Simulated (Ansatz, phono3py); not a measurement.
# Scattering channels in Sr3Y (hypothetical, Fm-3m), one at a time, part 4 of 5

Wanted: the sensitivity of κ of Sr3Y (hypothetical) to the choices of the transport step. The crystal structure is hypothetical: it was made by swapping elements on a known structure type.

Ansatz 0.2.0 and phono3py 4.10.0; DFT r2SCAN, scalar-relativistic, plane waves, PAW; PAW set soft_1 (the session's first sound run).

So far, κ at 300 K (W/m/K): step 3 (relaxation-time solution) 3.14; step 12 (q-mesh of the transport sums 23×23×23) 3.49; step 14 (boundary mean free path 10 micrometre) 3.13; step 15 (boundary mean free path 100 micrometre) 3.14; step 16 (solver LBTE) 3.46.

## 17. Adding coherences, third order supercell 2×2×2, supercell 2×2×2

Level of this step: DFT r2SCAN, scalar-relativistic, plane waves, PAW; PAW set soft_1; phono3py on Ansatz's force constants (phono3py).

Close branches can carry heat by tunnelling between them, which the particle picture leaves out.

phono3py.yaml reads:

```yaml
phono3py:
  version: "4.10.0"
  frequency_unit_conversion_factor: 15.633302
  symmetry_tolerance: 1.00000e-05

physical_unit:
  atomic_mass: "AMU"
  length: "angstrom"

space_group:
  type: "Fm-3m"
  number: 225
  Hall_symbol: "-F 4 2 3"

primitive_matrix:
- [  1.000000000000000,  0.000000000000000,  0.000000000000000 ]
- [  0.000000000000000,  1.000000000000000,  0.000000000000000 ]
- [  0.000000000000000,  0.000000000000000,  1.000000000000000 ]

supercell_matrix:
- [   2,   0,   0 ]
- [   0,   2,   0 ]
- [   0,   0,   2 ]

# [primitive_cell block left out]
unit_cell:
  lattice:
  - [     0.000000000000000,     4.538487307700000,     4.538487307700000 ] # a
  - [     4.538487307700000,     0.000000000000000,     4.538487307700000 ] # b
  - [     4.538487307700000,     4.538487307700000,     0.000000000000000 ] # c
  points:
  - symbol: Sr # 1
    coordinates: [  0.250000000000000,  0.250000000000000,  0.250000000000000 ]
    mass: 87.620000
    reduced_to: 1
  - symbol: Sr # 2
    coordinates: [  0.500000000000000,  0.500000000000000,  0.500000000000000 ]
    mass: 87.620000
    reduced_to: 2
  - symbol: Sr # 3
    coordinates: [  0.750000000000000,  0.750000000000000,  0.750000000000000 ]
    mass: 87.620000
    reduced_to: 3
  - symbol: Y # 4
    coordinates: [  0.000000000000000,  0.000000000000000,  0.000000000000000 ]
    mass: 88.905838
    reduced_to: 4

# [supercell block left out]
phonon_supercell_matrix:
- [   2,   0,   0 ]
- [   0,   2,   0 ]
- [   0,   0,   2 ]

# [phonon_primitive_cell block left out]
# [phonon_supercell block left out]
```

Started as:

```console
$ phono3py phono3py.yaml --mesh 9 9 9 --br --isotope --tt smm19 --ts 100 150 200 300 400 500 600 800
```

The program printed:

```text
Rust backend (phonors) using rayon (8 threads).
Running in phono3py.load mode.
Spglib version 2.8.0
----------------------------- General settings -----------------------------
Run mode: conductivity-RTA
HDF5 data compression filter: gzip
Crystal structure was read from "phono3py.yaml".
Supercell (dim): [2 2 2]
Phonon supercell (dim-fc2): [2 2 2]
Primitive matrix:
  [1. 0. 0.]
  [0. 1. 0.]
  [0. 0. 1.]
Spacegroup: Fm-3m (225)
Use -v option to watch primitive cell, unit cell, and supercell structures.
fc3 was read from "fc3.hdf5".
fc2 was read from "fc2.hdf5".
----------------------------- Force constants ------------------------------
Max drift of fc3: 0.00000100 (zzy) 0.00000100 (zzy) 0.00000100 (zyz)
Max drift of fc2: 0.00000200 (xx) 0.00000200 (xx)
--------------------------- Calculation settings ---------------------------
Non-analytical term correction (NAC): True
BZ integration: Tetrahedron-method
Temperature:  100.0  150.0  200.0  300.0  400.0 ... 800.0
Cutoff frequency: 0.01
Mesh sampling: [ 9 9 9 ]
Generating grid system ... [ 9 9 9 ]
fc3-r2q-transformation over three atoms: True
Optional transport type: SMM19
--------------------------- Phonon calculations ----------------------------
Running harmonic phonon calculations...
-------------------- Lattice thermal conductivity (RTA) --------------------
Running heat capacity calculations...
Running velocity calculations...
Running isotope scattering calculations with tetrahedron method...
======================= Grid point 0 (1/35) =======================
q-point: ( 0.00  0.00  0.00)
Boundary mean free path (millimeter): 1000.000
Mass variance parameters: 6.10e-05 6.10e-05 6.10e-05 0.00e+00
Number of triplets: 35
Frequency     group velocity (x, y, z)     |gv|
   0.002   (   0.000    0.000    0.000)    0.000
   0.002   (   0.000    0.000    0.000)    0.000
   0.002   (   0.000    0.000    0.000)    0.000
   2.472   (   0.000    0.000    0.000)    0.000
   2.472   (   0.000    0.000    0.000)    0.000
   2.472   (   0.000    0.000    0.000)    0.000
   2.743   (   0.000    0.000    0.000)    0.000
   2.743   (   0.000    0.000    0.000)    0.000
   2.743   (   0.000    0.000    0.000)    0.000
   3.516   (   0.000    0.000    0.000)    0.000
   3.516   (   0.000    0.000    0.000)    0.000
   3.516   (   0.000    0.000    0.000)    0.000
======================= Grid point 1 (2/35) =======================
q-point: ( 0.11  0.00  0.00)
Boundary mean free path (millimeter): 1000.000
Mass variance parameters: 6.10e-05 6.10e-05 6.10e-05 0.00e+00
Number of triplets: 85
Frequency     group velocity (x, y, z)     |gv|
   0.402   ( -10.791   10.791   10.791)   18.690
   0.402   ( -10.791   10.791   10.791)   18.690
   0.799   ( -21.208   21.208   21.208)   36.734
   2.189   (  10.857  -10.857  -10.857)   18.805
[...]
[32 grid points left out]
======================= Grid point 209 (35/35) =======================
q-point: ( 0.67  0.44  0.22)
Boundary mean free path (millimeter): 1000.000
Mass variance parameters: 6.10e-05 6.10e-05 6.10e-05 0.00e+00
Number of triplets: 205
Frequency     group velocity (x, y, z)     |gv|
[...]
2.270   (   0.000    2.683    9.128)    9.514
   2.381   (   0.000   -0.175   -3.499)    3.503
   2.481   (  -0.000   -1.551    0.186)    1.562
   2.537   (   0.000   -0.316   -8.786)    8.792
   2.827   (   0.000    8.589    9.705)   12.960
   3.041   (   0.000    4.412   -7.461)    8.667
   3.072   (  -0.000   -7.889   -0.739)    7.923
   3.223   (  -0.000   -0.197   -1.792)    1.802
=================== End of collection of collisions ===================
----------- Thermal conductivity (W/m-k) with tetrahedron method -----------
#          T(K)        xx         yy         zz         yz         xz         xy
K_intra   100.0       9.010      9.010      9.010      0.000     -0.000     -0.000
K_intra   150.0       6.156      6.156      6.156      0.000     -0.000     -0.000
K_intra   200.0       4.665      4.665      4.665      0.000     -0.000     -0.000
K_intra   300.0       3.137      3.137      3.137      0.000     -0.000     -0.000
K_intra   400.0       2.361      2.361      2.361      0.000     -0.000     -0.000
K_intra   500.0       1.893      1.893      1.893      0.000     -0.000     -0.000
K_intra   600.0       1.579      1.579      1.579      0.000     -0.000     -0.000
K_intra   800.0       1.186      1.186      1.186      0.000     -0.000     -0.000

K_inter   100.0       0.386      0.386      0.386      0.000     -0.000     -0.000
K_inter   150.0       0.285      0.285      0.285      0.000     -0.000     -0.000
K_inter   200.0       0.241      0.241      0.241      0.000     -0.000     -0.000
K_inter   300.0       0.205      0.205      0.205      0.000     -0.000     -0.000
K_inter   400.0       0.191      0.191      0.191      0.000     -0.000     -0.000
K_inter   500.0       0.185      0.185      0.185      0.000     -0.000     -0.000
K_inter   600.0       0.182      0.182      0.182      0.000     -0.000     -0.000
K_inter   800.0       0.179      0.179      0.179      0.000     -0.000     -0.000

K_TOT     100.0       9.396      9.396      9.396      0.000     -0.000     -0.000
K_TOT     150.0       6.441      6.441      6.441      0.000     -0.000     -0.000
K_TOT     200.0       4.906      4.906      4.906      0.000     -0.000     -0.000
K_TOT     300.0       3.342      3.342      3.342      0.000     -0.000     -0.000
K_TOT     400.0       2.552      2.552      2.552      0.000     -0.000     -0.000
K_TOT     500.0       2.078      2.078      2.078      0.000     -0.000     -0.000
K_TOT     600.0       1.761      1.761      1.761      0.000     -0.000     -0.000
K_TOT     800.0       1.365      1.365      1.365      0.000     -0.000     -0.000

Thermal conductivity related properties were written into
"kappa-m999.hdf5".
Summary of calculation was written in "phono3py.yaml".
```

Run time: 1.3 s. Hardware: 8 threads of Arm Neoverse V2, shared host; peak memory 0.07 GiB; 4.4 s of CPU time.

This step gave:

```
κ at 300 K            : 3.342 W/m/K
κ xx, yy, zz at 300 K : 3.342, 3.342, 3.342 W/m/K
```

W/m/K. Kappa, by row:

| T (K) | xx | yy | zz | yz | xz | xy | intra mean | inter mean |
| --- | --- | --- | --- | --- | --- | --- | --- | --- |
| 100 | 9.396 | 9.396 | 9.396 | 0 | 0 | 0 | 9.01 | 0.3856 |
| 150 | 6.441 | 6.441 | 6.441 | 0 | 0 | 0 | 6.156 | 0.2851 |
| 200 | 4.906 | 4.906 | 4.906 | 0 | 0 | 0 | 4.665 | 0.2414 |
| 300 | 3.342 | 3.342 | 3.342 | 0 | 0 | 0 | 3.137 | 0.205 |
| 400 | 2.552 | 2.552 | 2.552 | 0 | 0 | 0 | 2.361 | 0.1913 |
| 500 | 2.078 | 2.078 | 2.078 | 0 | 0 | 0 | 1.893 | 0.185 |
| 600 | 1.761 | 1.761 | 1.761 | 0 | 0 | 0 | 1.579 | 0.1818 |
| 800 | 1.365 | 1.365 | 1.365 | 0 | 0 | 0 | 1.186 | 0.1787 |

κ at 300 K goes from 3.14 in the base run to 3.34 W/(m K).

## 18. Gaussian smearing, third order supercell 2×2×2, supercell 2×2×2

A Gaussian replaces the tetrahedron method for energy conservation; its width must match the mesh.

phono3py.yaml is that of step 17.

Started as:

```console
$ phono3py phono3py.yaml --mesh 9 9 9 --br --isotope --sigma 0.2 --ts 100 300 600
```

The program printed:

```text
Rust backend (phonors) using rayon (8 threads).
Running in phono3py.load mode.
Spglib version 2.8.0
----------------------------- General settings -----------------------------
Run mode: conductivity-RTA
HDF5 data compression filter: gzip
Crystal structure was read from "phono3py.yaml".
Supercell (dim): [2 2 2]
Phonon supercell (dim-fc2): [2 2 2]
Primitive matrix:
  [1. 0. 0.]
  [0. 1. 0.]
  [0. 0. 1.]
Spacegroup: Fm-3m (225)
Use -v option to watch primitive cell, unit cell, and supercell structures.
fc3 was read from "fc3.hdf5".
fc2 was read from "fc2.hdf5".
----------------------------- Force constants ------------------------------
Max drift of fc3: 0.00000100 (zzy) 0.00000100 (zzy) 0.00000100 (zyz)
Max drift of fc2: 0.00000200 (xx) 0.00000200 (xx)
--------------------------- Calculation settings ---------------------------
Non-analytical term correction (NAC): True
BZ integration: Smearing=0.2
Temperature:  100.0  300.0  600.0
Cutoff frequency: 0.01
Mesh sampling: [ 9 9 9 ]
Generating grid system ... [ 9 9 9 ]
fc3-r2q-transformation over three atoms: True
--------------------------- Phonon calculations ----------------------------
Running harmonic phonon calculations...
-------------------- Lattice thermal conductivity (RTA) --------------------
Running heat capacity calculations...
Running velocity calculations...
Running isotope scattering calculations sigma=0.2...
======================= Grid point 0 (1/35) =======================
q-point: ( 0.00  0.00  0.00)
Boundary mean free path (millimeter): 1000.000
Mass variance parameters: 6.10e-05 6.10e-05 6.10e-05 0.00e+00
Number of triplets: 35
Frequency     group velocity (x, y, z)     |gv|
   0.002   (   0.000    0.000    0.000)    0.000
   0.002   (   0.000    0.000    0.000)    0.000
   0.002   (   0.000    0.000    0.000)    0.000
   2.472   (   0.000    0.000    0.000)    0.000
   2.472   (   0.000    0.000    0.000)    0.000
   2.472   (   0.000    0.000    0.000)    0.000
   2.743   (   0.000    0.000    0.000)    0.000
   2.743   (   0.000    0.000    0.000)    0.000
   2.743   (   0.000    0.000    0.000)    0.000
   3.516   (   0.000    0.000    0.000)    0.000
   3.516   (   0.000    0.000    0.000)    0.000
   3.516   (   0.000    0.000    0.000)    0.000
======================= Grid point 1 (2/35) =======================
q-point: ( 0.11  0.00  0.00)
Boundary mean free path (millimeter): 1000.000
Mass variance parameters: 6.10e-05 6.10e-05 6.10e-05 0.00e+00
Number of triplets: 85
Frequency     group velocity (x, y, z)     |gv|
   0.402   ( -10.791   10.791   10.791)   18.690
   0.402   ( -10.791   10.791   10.791)   18.690
   0.799   ( -21.208   21.208   21.208)   36.734
   2.189   (  10.857  -10.857  -10.857)   18.805
[...]
[32 grid points left out]
======================= Grid point 209 (35/35) =======================
q-point: ( 0.67  0.44  0.22)
Boundary mean free path (millimeter): 1000.000
Mass variance parameters: 6.10e-05 6.10e-05 6.10e-05 0.00e+00
Number of triplets: 205
Frequency     group velocity (x, y, z)     |gv|
[...]
2.270   (   0.000    2.683    9.128)    9.514
   2.381   (   0.000   -0.175   -3.499)    3.503
   2.481   (  -0.000   -1.551    0.186)    1.562
   2.537   (   0.000   -0.316   -8.786)    8.792
   2.827   (   0.000    8.589    9.705)   12.960
   3.041   (   0.000    4.412   -7.461)    8.667
   3.072   (  -0.000   -7.889   -0.739)    7.923
   3.223   (  -0.000   -0.197   -1.792)    1.802
=================== End of collection of collisions ===================
----------- Thermal conductivity (W/m-k) for sigma=0.2 -----------
#  T(K)        xx         yy         zz         yz         xz         xy
  100.0       8.259      8.259      8.259      0.000     -0.000     -0.000
  300.0       2.852      2.852      2.852      0.000     -0.000     -0.000
  600.0       1.433      1.433      1.433      0.000     -0.000     -0.000

Thermal conductivity related properties and sigma 0.2
were written into "kappa-m999-s0.2.hdf5".
Summary of calculation was written in "phono3py.yaml".
```

Wall time 0.97 s (8 threads); peak memory 0.07 GiB; 3.1 s of CPU time.

Numbers from this step:

```
κ at 300 K            : 2.852 W/m/K
κ xx, yy, zz at 300 K : 2.852, 2.852, 2.852 W/m/K
```

W/m/K. Kappa, by row:

| T (K) | xx | yy | zz | yz | xz | xy |
| --- | --- | --- | --- | --- | --- | --- |
| 100 | 8.259 | 8.259 | 8.259 | 0 | 0 | 0 |
| 300 | 2.852 | 2.852 | 2.852 | 0 | 0 | 0 |
| 600 | 1.433 | 1.433 | 1.433 | 0 | 0 | 0 |

With a width of 0.2 THz κ at 300 K is 2.85 W/(m K), -9.1 % from the tetrahedron value.

Between step 3 and this run (delta function Gaussian and sigma 0.2 THz) the value for the κ at 300 K moves from 3.14 W/m/K to 2.85 W/m/K (-9 %).

## 19. Gaussian smearing, third order supercell 2×2×2, supercell 2×2×2 (run 2)

A Gaussian replaces the tetrahedron method for energy conservation; its width must match the mesh.

phono3py.yaml is that of step 18.

Started as:

```console
$ phono3py phono3py.yaml --mesh 9 9 9 --br --isotope --sigma 0.4 --ts 100 300 600
```

The program printed:

```text
Rust backend (phonors) using rayon (8 threads).
Running in phono3py.load mode.
Spglib version 2.8.0
----------------------------- General settings -----------------------------
Run mode: conductivity-RTA
HDF5 data compression filter: gzip
Crystal structure was read from "phono3py.yaml".
Supercell (dim): [2 2 2]
Phonon supercell (dim-fc2): [2 2 2]
Primitive matrix:
  [1. 0. 0.]
  [0. 1. 0.]
  [0. 0. 1.]
Spacegroup: Fm-3m (225)
Use -v option to watch primitive cell, unit cell, and supercell structures.
fc3 was read from "fc3.hdf5".
fc2 was read from "fc2.hdf5".
[...]
3.072   (  -0.000   -7.889   -0.739)    7.923
   3.223   (  -0.000   -0.197   -1.792)    1.802
=================== End of collection of collisions ===================
----------- Thermal conductivity (W/m-k) for sigma=0.4 -----------
#  T(K)        xx         yy         zz         yz         xz         xy
  100.0       7.827      7.827      7.827      0.000     -0.000     -0.000
  300.0       2.678      2.678      2.678      0.000     -0.000     -0.000
  600.0       1.344      1.344      1.344      0.000     -0.000     -0.000

Thermal conductivity related properties and sigma 0.4
were written into "kappa-m999-s0.4.hdf5".
Summary of calculation was written in "phono3py.yaml".
```

Elapsed: 0.99 s, on 8 threads; peak memory 0.07 GiB.

This step gave:

```yaml
kappa_at_300_k: 2.678 W/m/K
kappa_xx_yy_zz_at_300_k: 2.678, 2.678, 2.678 W/m/K
```

W/m/K. Kappa, by row:

| T (K) | xx | yy | zz | yz | xz | xy |
| --- | --- | --- | --- | --- | --- | --- |
| 100 | 7.827 | 7.827 | 7.827 | 0 | 0 | 0 |
| 300 | 2.678 | 2.678 | 2.678 | 0 | 0 | 0 |
| 600 | 1.344 | 1.344 | 1.344 | 0 | 0 | 0 |

With a width of 0.4 THz κ at 300 K is 2.68 W/(m K), -14.6 % from the tetrahedron value; a width this large blurs energy conservation.

Between step 18 and this run (sigma 0.4 THz) the value for the κ at 300 K moves from 2.85 W/m/K to 2.68 W/m/K (-6 %).

## 20. Two-phonon phase space, third order supercell 2×2×2, supercell 2×2×2

The two-phonon density of states counts the channels open to a mode, without matrix elements.

phono3py.yaml is that of step 19.

Started as:

```console
$ phono3py phono3py.yaml --mesh 13 13 13 --jdos --gp 0 --num-freq-points 80
```

The program printed:

```text
Rust backend (phonors) using rayon (8 threads).
Running in phono3py.load mode.
Spglib version 2.8.0
----------------------------- General settings -----------------------------
Run mode: jdos
HDF5 data compression filter: gzip
Crystal structure was read from "phono3py.yaml".
Supercell (dim): [2 2 2]
Phonon supercell (dim-fc2): [2 2 2]
Primitive matrix:
  [1. 0. 0.]
  [0. 1. 0.]
  [0. 0. 1.]
Spacegroup: Fm-3m (225)
Use -v option to watch primitive cell, unit cell, and supercell structures.
fc3 was read from "fc3.hdf5".
fc2 was read from "fc2.hdf5".
----------------------------- Force constants ------------------------------
Max drift of fc3: 0.00000100 (zzy) 0.00000100 (zzy) 0.00000100 (zyz)
Max drift of fc2: 0.00000200 (xx) 0.00000200 (xx)
--------------------------- Calculation settings ---------------------------
Non-analytical term correction (NAC): True
BZ integration: Tetrahedron-method
Cutoff frequency: 0.01
Number of frequency sampling points: 80
Mesh sampling: [ 13 13 13 ]
Generating grid system ... [ 13 13 13 ]
--------------------------------- Joint DOS ---------------------------------
Running harmonic phonon calculations...
======================= Grid point 0 (1/1) =======================
q-point: ( 0.00  0.00  0.00)
Number of triplets: 84
Frequency
   0.002
   0.002
   0.002
   2.472
   2.472
   2.472
   2.743
   2.743
   2.743
   3.516
   3.516
   3.516
Tetrahedron method is used.
Calculations at 80 frequency points are divided into 8 batches.
1/8: [ 1  2  3  4  5  6  7  8  9 10]
2/8: [11 12 13 14 15 16 17 18 19 20]
3/8: [21 22 23 24 25 26 27 28 29 30]
4/8: [31 32 33 34 35 36 37 38 39 40]
5/8: [41 42 43 44 45 46 47 48 49 50]
6/8: [51 52 53 54 55 56 57 58 59 60]
7/8: [61 62 63 64 65 66 67 68 69 70]
8/8: [71 72 73 74 75 76 77 78 79 80]
JDOS is written into "jdos-m131313-g0.dat".
```

It took 0.64 s on 8 threads; peak memory 0.08 GiB; 0.71 s of CPU time.

Joint density of states at Gamma against frequency; read off at these points:

| frequency (THz) | absorption class (1/THz) | decay class (1/THz) |
| --- | --- | --- |
| 0.00 | 0 | 0 |
| 0.27 | 96.2 | 0.00834 |
| 0.50 | 81.2 | 0.0292 |
| 1.00 | 64.7 | 0.222 |
| 1.43 | 53.6 | 0.489 |
| 1.50 | 41.5 | 0.557 |
| 1.70 | 47.9 | 0.774 |
| 2.00 | 25.7 | 1.27 |
| 2.50 | 4.10 | 10.5 |
| 3.00 | 0.681 | 14.5 |
| 3.50 | 9.5e-4 | 29.1 |
| 4.00 | 0 | 41.3 |
| 4.50 | 0 | 55.3 |
| 4.65 | 0 | 65.1 |
| 5.00 | 0 | 47.1 |
| 5.50 | 0 | 39.2 |
| 6.00 | 0 | 28.8 |
| 6.50 | 0 | 20.1 |
| 7.00 | 0 | 0.521 |

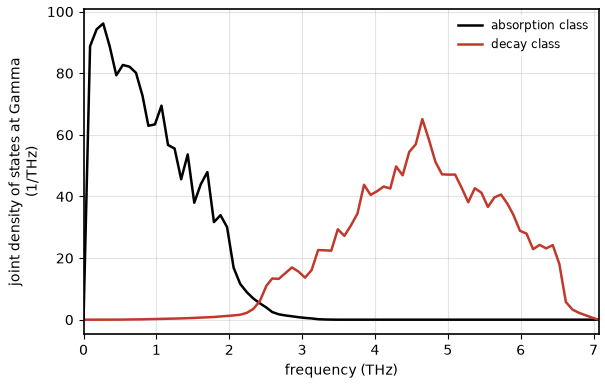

Joint density of states at Gamma against frequency.

The joint density of states at Gamma (absorption class) has its highest peak at 0.27 THz.

[end of part 4 of 5]

[Logs are printed without paths, hosts, clocks, repeated set-up lines and the standing remarks that a program may print on its own settings, such as how far it seeks lower states.]

[Hosts, paths, dates, database ids (printed as entryN), source tags and the programs' standing remarks are cut or masked in the printed files.]

[A step with changed settings may run another functional than the one named; its input shows which.]
